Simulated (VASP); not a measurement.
Band structure of HfO2 (fluorite). These are rev-vdW-DF2, VASP's PBE PAW potentials (set 64) (plane waves; VASP) values and carry that method's errors.

Unless said otherwise, spin-orbit coupling is left out, though it shifts the bands of the heavy elements here.

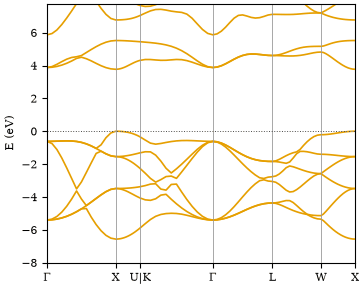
Figure: Bands along high-symmetry lines, zero at the valence-band maximum or, without a gap, the Fermi level

**Question.** Read the plot: is there a gap, and where are the band edges?

**Answer.** The gap is direct, 3.77 eV, from the valence maximum at X to the conduction minimum at X. (Edges off the drawn lines would not show.)

The compound is HfO2 in the fluorite structure, the high-temperature cubic form, which is unstable at 0 K; the monoclinic form is the stable one. It was relaxed first.
